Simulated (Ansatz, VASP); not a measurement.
**Mn2Ga2S5: VASP beside Ansatz**

Aim: how closely do two programs agree when they are given the same cell, functional and k mesh?

Method: plane waves, with VASP 6.6.1 beside it; single point at PBEsol, DFT+U, in Ansatz 0.2.0.

## (1) Set-up

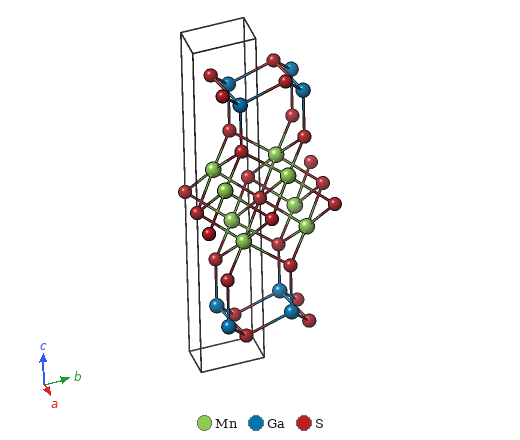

Start, viewed slightly off an axis; manganese green, gallium blue, sulfur red. 2×2×1 cells are drawn. Some periodic images of atoms are drawn too.

## (2) Ansatz: single point, PBEsol, DFT+U

Ansatz runs on its default PAW (the set named soft_2) files.

With cell and atoms fixed, the geometry can't cause a difference; cores, projectors, grids and the points listed under the comparison can.

Contents of input.yaml:

```yaml
crystal:
  lattice:
    - [3.7279544901, 0.0, 0.0]
    - [-1.8639772451, 3.2285032926, 0.0]
    - [0.0, 0.0, 15.333456]
  atoms:
    - { symbol: Mn, position: [0.33333333, 0.66666667, 0.401899], spin: 4.5 }
    - { symbol: Mn, position: [0.66666667, 0.33333333, 0.598101], spin: -4.5 }
    - { symbol: Ga, position: [0.33333333, 0.66666667, 0.828604] }
    - { symbol: Ga, position: [0.66666667, 0.33333333, 0.171396] }
    - { symbol: S, position: [0.0, 0.0, 0.5] }
    - { symbol: S, position: [0.33333333, 0.66666667, 0.68311] }
    - { symbol: S, position: [0.66666667, 0.33333333, 0.31689] }
    - { symbol: S, position: [0.33333333, 0.66666667, 0.105892] }
    - { symbol: S, position: [0.66666667, 0.33333333, 0.894108] }
hamiltonian:
  xc: pbesol
  pseudopotentials: { kind: paw }
  hubbard: { sites: [{ species: Mn, l: d, u_eff: 4.0 }] }
magnetization:
  spin_polarized: true
kpoints:
  mp_grid: { grid: [8, 8, 2] }
scf:
  occupations: { method: fermi_dirac, width: 0.02 }
  n_extra_bands: 12
output:
  forces: true
  stress: true
  eigenvalues: true
```

The run is started by

```bash
> ansatz run input.yaml --threads 4 --pin off --max-ram 18432MiB --backend cpu --events-out ev --progress --plain --runs-dir out
```

Numbers of over 12 decimals in the logs are rounded to 6 here.

The program printed:

```text
Mn: projections on atomic orbitals take those of the free atom [Ne] 3s2 3p6 3d5 4s2, of charge +0.00 (hamiltonian.pseudopotentials.projection_atoms); the dataset's partial waves leave at most 9.0e-7 of an orbital's norm unspanned inside its sphere
Ga: projections on atomic orbitals take those of the free atom [Ar] 3d10 4s2 4p1, of charge +0.00 (hamiltonian.pseudopotentials.projection_atoms); the dataset's partial waves leave at most 1.1e-6 of an orbital's norm unspanned inside its sphere
S: projections on atomic orbitals take those of the free atom [Ne] 3s2 3p4, of charge +0.00 (hamiltonian.pseudopotentials.projection_atoms); the dataset's partial waves leave at most 1.6e-7 of an orbital's norm unspanned inside its sphere
scf.n_extra_bands = 12 over 43 filled bands (N_el = 86.0): the run solves 55 bands
Engine: ansatz 0.2.0, aarch64-unknown-linux-gnu
Pseudopotentials: kind: paw
Pseudopotential: Mn, paw, valence charge 15, recommended cutoff 420 eV (normal), Mn.paw.azcp
Pseudopotential: Ga, paw, valence charge 13, recommended cutoff 420 eV (normal), Ga.paw.azcp
Pseudopotential: S, paw, valence charge 6, recommended cutoff 420 eV (normal), S.paw.azcp
Functional definition: PBEsol
  exchange = pbesol_x
  correlation = pbesol_c
Crystal: 9 atoms, lattice volume = 184.549 Å³
Basis set: ecut = 420 eV, 3639 PW (Γ), exchange–correlation on 50×50×216 points (8 copies of the dense FFT grid, shifted against one another)
Bands: 55, of which v1, the nominal top of the filled ones, is band 43 counted from 1 (42 counted from 0)
Symmetry: 6 space group operations
Space group: P3m1 (ITA 156), of the structure as read, at distance tolerance 5.7e-5 Å
Magnetic group: BNS 164.87 (UNI 1317), of the structure as read, at distance tolerance 5.7e-5 Å
k-points: 20 of 128 (time reversal used)
Non-local potential: Mn, projectors of the file, l = 0: 3, l = 1: 2, l = 2: 3, l = 3: 1
Non-local potential: Ga, projectors of the file, l = 0: 2, l = 1: 2, l = 2: 3, l = 3: 1
Non-local potential: S, projectors of the file, l = 0: 2, l = 1: 2, l = 2: 2
PAW form: soft (Blöchl's): semilocal exchange-correlation on the pseudo side does not see the compensation charge
PAW frozen core: Mn, regenerated for the run's functional, and the local potential with it (the file was generated under x = pbe(κ = 0.804, μ = 0.219515), c = pbe(β = 0.066725))
PAW frozen core: Ga, regenerated for the run's functional, and the local potential with it (the file was generated under x = pbe(κ = 0.804, μ = 0.219515), c = pbe(β = 0.066725))
PAW frozen core: S, regenerated for the run's functional, and the local potential with it (the file was generated under x = pbe(κ = 0.804, μ = 0.219515), c = pbe(β = 0.066725))
PAW one-centre angular grid: Mn, 590 points (default); XC on 64 Gauss nodes
PAW one-centre angular grid: Ga, 590 points (default); XC on 64 Gauss nodes
PAW one-centre angular grid: S, 110 points (default); XC on 64 Gauss nodes
Initial density: superposition of atomic densities (chi_scale 0.1, normalization cell, long waves kept whole (reshape's long-wave potential 4.36 eV rms))
Starting moments: Σ|m| = 9 μB on 2 of 9 sites
Starting magnetic order: antiferromagnet; an inversion exchanges its spin sublattices: spin-degenerate at every k-point
Initial wavefunctions: pseudopotential atomic-orbital guess
Functional: x = pbesol(κ = 0.804, μ = 0.123457), c = pbesol(β = 0.046)
SCF iter   1: F=—  HF=-19736.012336 eV  |F-HF|=—  |Δ(HF+E_count)|=         —  Δρ=2.75e-1 (↑2.75e-1 ↓2.75e-1)  dr2=2.64e3  dr2_m=4.10e1  M=-0.001 μB ∫|m|=0.870 μB  β_m=0.30  ethr=3.10e-3  ⟨swp⟩=8.8  Hψ=10720  notcnv=0  defer=28
preconditioner: auto → Kerker (q_TF=auto, 2.402 Å⁻¹)  [metal: Δε(μ)=0.018 eV  Ē_g=10.893 eV  σ=0.020 eV  W_gap=0.22  n_scr=52 (ndim 8)  ℏωp=22.9 eV  f_vac=0.017  D(μ)=8.22/eV (n_scr^D=78)]
spin=Collinear: Kerker preconditioning applied to the charge; magnetization (m = ρ↑ − ρ↓) channel mixes plain (no charge-response kernel on spin).
SCF iter   2: F=—  HF=-19668.555071 eV  |F-HF|=—  |Δ(HF+E_count)|=    6.75e1  Δρ=8.30e-2 (↑8.30e-2 ↓8.30e-2)  dr2=1.81e2  dr2_m=8.76e-1  M=-0.000 μB ∫|m|=8.337 μB  β_m=1.00  ethr=3.10e-3  ⟨swp⟩=5.7  Hψ=6753  notcnv=0  defer=193
SCF iter   3: F=—  HF=-19659.562610 eV  |F-HF|=—  |Δ(HF+E_count)|=    8.99e0  Δρ=2.86e-2 (↑2.86e-2 ↓2.86e-2)  dr2=1.67e2  dr2_m=1.50e-1  M=-0.001 μB ∫|m|=8.166 μB  β_m=1.00  ethr=3.10e-3  ⟨swp⟩=4.0  Hψ=5401  notcnv=0  defer=207
SCF iter   4: F=—  HF=-19654.542553 eV  |F-HF|=—  |Δ(HF+E_count)|=    5.02e0  Δρ=3.71e-2 (↑3.71e-2 ↓3.71e-2)  dr2=2.19e1  dr2_m=1.46e0  M=-0.001 μB ∫|m|=9.356 μB  β_m=1.00  ethr=3.10e-3  ⟨swp⟩=5.7  Hψ=5904  notcnv=0  defer=170
SCF iter   5: F=—  HF=-19651.706538 eV  |F-HF|=—  |Δ(HF+E_count)|=    2.84e0  Δρ=1.38e-2 (↑1.38e-2 ↓1.38e-2)  dr2=6.05e0  dr2_m=3.70e-2  M=0.000 μB ∫|m|=9.587 μB  β_m=1.00  ethr=3.10e-3  ⟨swp⟩=7.9  Hψ=6399  notcnv=0  defer=117
SCF iter   6: F=—  HF=-19651.681286 eV  |F-HF|=—  |Δ(HF+E_count)|=   2.53e-2  Δρ=1.02e-2 (↑1.02e-2 ↓1.02e-2)  dr2=3.36e0  dr2_m=2.71e-2  M=0.000 μB ∫|m|=9.637 μB  β_m=0.30  ethr=3.10e-3  ⟨swp⟩=4.3  Hψ=3863  notcnv=0  defer=180
Mixer restart at iter 6: flushing history
spin-set hold released at iteration 6 (site moments contracting): the magnetisation degrees of freedom join the quasi-Newton model from the next iteration; the mixer history was flushed
SCF iter   7: F=—  HF=-19651.934846 eV  |F-HF|=—  |Δ(HF+E_count)|=   2.54e-1  Δρ=8.27e-3 (↑8.27e-3 ↓8.27e-3)  dr2=2.75e0  dr2_m=2.39e-2  M=0.000 μB ∫|m|=9.651 μB  β_m=0.65  ethr=3.10e-3  ⟨swp⟩=2.0  Hψ=2337  notcnv=0  defer=178
SCF iter   8: F=—  HF=-19652.113201 eV  |F-HF|=—  |Δ(HF+E_count)|=   1.78e-1  Δρ=2.68e-3 (↑2.68e-3 ↓2.68e-3)  dr2=1.45e0  dr2_m=7.19e-5  M=0.000 μB ∫|m|=9.689 μB  β_m=0.82  ethr=3.10e-3  ⟨swp⟩=4.2  Hψ=2888  notcnv=0  defer=178
SCF iter   9: F=—  HF=-19652.041722 eV  |F-HF|=—  |Δ(HF+E_count)|=   7.15e-2  Δρ=2.47e-3 (↑2.47e-3 ↓2.44e-3)  dr2=8.96e-1  dr2_m=3.08e-4  M=0.000 μB ∫|m|=9.688 μB  β_m=0.81  ethr=1.68e-3  ⟨swp⟩=3.1  Hψ=2923  notcnv=0  defer=162
[...]
SCF iter  11: F=—  HF=-19651.907843 eV  |F-HF|=—  |Δ(HF+E_count)|=   4.44e-2  Δρ=1.01e-3 (↑1.01e-3 ↓1.01e-3)  dr2=3.95e-2  dr2_m=1.90e-5  M=-0.000 μB ∫|m|=9.701 μB  β_m=0.75  ethr=2.45e-4  ⟨swp⟩=5.7  Hψ=4929  notcnv=0  defer=154
SCF iter  12: F=—  HF=-19651.906169 eV  |F-HF|=—  |Δ(HF+E_count)|=   1.67e-3  Δρ=9.43e-4 (↑9.43e-4 ↓9.22e-4)  dr2=1.17e-2  dr2_m=4.38e-4  M=0.000 μB ∫|m|=9.704 μB  β_m=0.67  ethr=4.59e-5  ⟨swp⟩=5.4  Hψ=4727  notcnv=0  defer=154
SCF iter  13: F=—  HF=-19651.905631 eV  |F-HF|=—  |Δ(HF+E_count)|=   5.38e-4  Δρ=3.26e-4 (↑3.26e-4 ↓3.26e-4)  dr2=3.75e-3  dr2_m=4.84e-5  M=-0.000 μB ∫|m|=9.707 μB  β_m=0.83  ethr=1.37e-5  ⟨swp⟩=5.2  Hψ=4299  notcnv=0  defer=164
SCF iter  14: F=—  HF=-19651.906265 eV  |F-HF|=—  |Δ(HF+E_count)|=   6.34e-4  Δρ=1.46e-4 (↑1.46e-4 ↓1.46e-4)  dr2=4.49e-4  dr2_m=2.83e-6  M=-0.000 μB ∫|m|=9.708 μB  β_m=0.92  ethr=4.36e-6  ⟨swp⟩=4.5  Hψ=3596  notcnv=0  defer=152
SCF iter  15: F=—  HF=-19651.906311 eV  |F-HF|=—  |Δ(HF+E_count)|=   4.59e-5  Δρ=4.96e-5 (↑4.95e-5 ↓4.96e-5)  dr2=8.19e-5  dr2_m=5.59e-8  M=-0.000 μB ∫|m|=9.708 μB  β_m=0.96  ethr=5.22e-7  ⟨swp⟩=2.0  Hψ=2862  notcnv=0  defer=152
SCF iter  16: F=—  HF=-19651.906314 eV  |F-HF|=—  |Δ(HF+E_count)|=   2.95e-6  Δρ=3.25e-5 (↑3.25e-5 ↓2.78e-5)  dr2=1.17e-5  dr2_m=1.27e-7  M=0.000 μB ∫|m|=9.708 μB  β_m=0.98  ethr=9.52e-8  ⟨swp⟩=2.0  Hψ=2984  notcnv=0  defer=153
SCF iter  17: F=—  HF=-19651.906314 eV  |F-HF|=—  |Δ(HF+E_count)|=   1.72e-7  Δρ=1.26e-5 (↑1.26e-5 ↓9.08e-6)  dr2=1.21e-6  dr2_m=2.62e-8  M=-0.000 μB ∫|m|=9.708 μB  β_m=0.98  ethr=1.35e-8  ⟨swp⟩=2.0  Hψ=2729  notcnv=0  defer=153
SCF iter  18: F=—  HF=-19651.906315 eV  |F-HF|=—  |Δ(HF+E_count)|=   3.89e-7  Δρ=9.92e-6 (↑7.83e-6 ↓9.92e-6)  dr2=4.25e-7  dr2_m=2.41e-8  M=0.000 μB ∫|m|=9.708 μB  β_m=0.86  ethr=1.40e-9  ⟨swp⟩=2.0  Hψ=3707  notcnv=0  defer=153
SCF iter  19: F=—  HF=-19651.906315 eV  |F-HF|=—  |Δ(HF+E_count)|=   1.74e-8  Δρ=3.58e-6 (↑2.70e-6 ↓3.58e-6)  dr2=1.10e-7  dr2_m=2.85e-9  M=-0.000 μB ∫|m|=9.708 μB  β_m=0.89  ethr=4.94e-10  ⟨swp⟩=2.0  Hψ=3747  notcnv=0  defer=153
SCF iter  20: F=-19651.906315 eV  HF=-19651.906315 eV  |F-HF|=2.45e-8  |Δ(HF+E_count)|=   3.72e-8  Δρ=1.21e-6 (↑1.21e-6 ↓1.02e-6)  dr2=4.03e-8  dr2_m=7.94e-11  M=-0.000 μB ∫|m|=9.708 μB  ethr=1.16e-10  ⟨swp⟩=15.5  Hψ=12611  notcnv=0
SCF 1 converged in 20 iterations: F = -19651.906315 eV  dr2 = 4.03e-8
  greatest PAW one-centre occupation: 1.003 electrons in one spin orbital (limit 2), on the Mn atom at site 0 (counted from 0), in its partial waves of l = 1
SCF converged after 20 iterations
Magnetization: -0.0000 μB (43.0000 up, 43.0000 down)
Absolute magnetization: 9.7077 μB (∫|ρ↑−ρ↓|, with the PAW one-centre terms)
Spin contamination: 4.9734 ħ² per cell (⟨S²⟩ above its minimum at these occupations)
Per-site moments (μB) at R_I (Å): [(4.357010, 1.037961), (-4.357010, 1.037961), (-0.00940573, 0.920257), (0.00940573, 0.920257), (-3.999935331568805e-7, 1.083176), (-0.035144, 0.920257), (0.035144, 0.920257), (0.013683, 0.979752), (-0.013683, 0.979752)]
Free energy (F): -19651.906315 eV
Harris-Foulkes:  -19651.906315 eV  (|F-HF|=2.45e-8)
Internal energy: -19651.906314 eV  (E = F + TS)
E sigma→0 (E₀):  -19651.906314 eV
Entropy (-TS):   -0.000001 eV (-0.000 meV/atom)
Fermi energy:    7.404509 eV
--- Per-component energies (eV) ---
  E_band       = -858.356922
  E_kinetic    = 1358.053981
  E_local      = -12132.879291  (includes V_loc(G=0)·N_el)
  E_nonlocal   = 1507.693821
  E_hartree    = 5364.845607
  E_xc         = -834.687258
  E_vxc        = -831.861054  (∫ρ·V_xc dr)
  E_hubbard    = 1.316165  (on-site DFT+U / exact-exchange correction)
  E_vhub       = -18.511666  (the Hubbard potential's part of the band-sum identity)
  E_paw        = -9379.032537  (= ΣΔE_a)
  E_vpaw       = -1470.552213  (= ΣTr[D̂ρ^β])
  E_aug_tail   = -0.000230  (compensation charges beyond the density's cutoff)
  E_ewald      = -5539.591576
  E_core_change = 2.375003  (= ΣΔE_core)
  E_smearing   = -0.000001  (= −TS)
  E_closure    = -0.000000  (closes the sum)
  Σ components = -19651.906315   (vs F -19651.906315, Δ=0.00e0)
--- Forces (eV/Å), atoms counted from 1 ---
  atom   1  Mn    -0.00000000    -0.00000000     0.11851875
  atom   2  Mn     0.00000000     0.00000000    -0.11851834
  atom   3  Ga    -0.00000000    -0.00000000    -0.28364660
  atom   4  Ga     0.00000000     0.00000000     0.28364777
  atom   5  S     -0.00000000    -0.00000000     0.00000412
  atom   6  S     -0.00000000    -0.00000000     0.53828424
  atom   7  S      0.00000000     0.00000000    -0.53828370
  atom   8  S     -0.00000000    -0.00000000     0.17163861
  atom   9  S      0.00000000     0.00000000    -0.17163243
  max |Σ_I F_I| component: 1.24e-5 eV/Å
--- Stress (GPa, compression-positive) ---
       -1.210362       0.000000      -0.000000
        0.000000      -1.210362      -0.000000
       -0.000000      -0.000000      -1.895293
  P = ⅓ Tr σ = -1.4387 GPa (-14.387 kbar)
--- Band table (eV; the first three rows and the last of 40) ---
  k-point 0 ↑: bands = [... 39 lower, 6.4262, 6.4262, 7.1982, 7.1982, 7.5824, 8.1065, 10.3785, 10.4238, ... 8 higher]
  k-point 1 ↑: bands = [... 39 lower, 6.4247, 6.4247, 7.1985, 7.1985, 7.8190, 8.0145, 10.3858, 10.4237, ... 8 higher]
  k-point 2 ↑: bands = [... 39 lower, 5.8854, 6.2496, 6.6438, 7.1036, 8.4011, 8.7538, 10.2769, 10.4184, ... 8 higher]
  k-point 19 ↓: bands = [... 39 lower, 4.5336, 4.7859, 5.7115, 6.4373, 9.4573, 9.6515, 10.1041, 10.3659, ... 8 higher]
Occupation matrices written to <dir>
```

Elapsed: 24 s, on 4 threads of Arm Neoverse V1, shared host; peak memory 0.81 GiB.

In the SCF lines HF is the Harris–Foulkes energy and dr2 the Hartree energy of the density residual, in eV; the loop may stop once dr2 is under the threshold and the program's other checks hold. Hψ counts applications of the Hamiltonian.

The run ends at a pressure of -1.44 GPa, with forces up to 0.54 eV/Å.

[end of part 1 of 2]

[Lines on the potential files, build, host, timing and source positions are cut from VASP's logs without a mark.]

[Logs are printed without paths, hosts, clocks, repeated set-up lines and the standing remarks that a program may print on its own settings, such as how far it seeks lower states.]

[Hosts, paths, dates, database ids (printed as entryN), source tags and the programs' standing remarks are cut or masked in the printed files.]
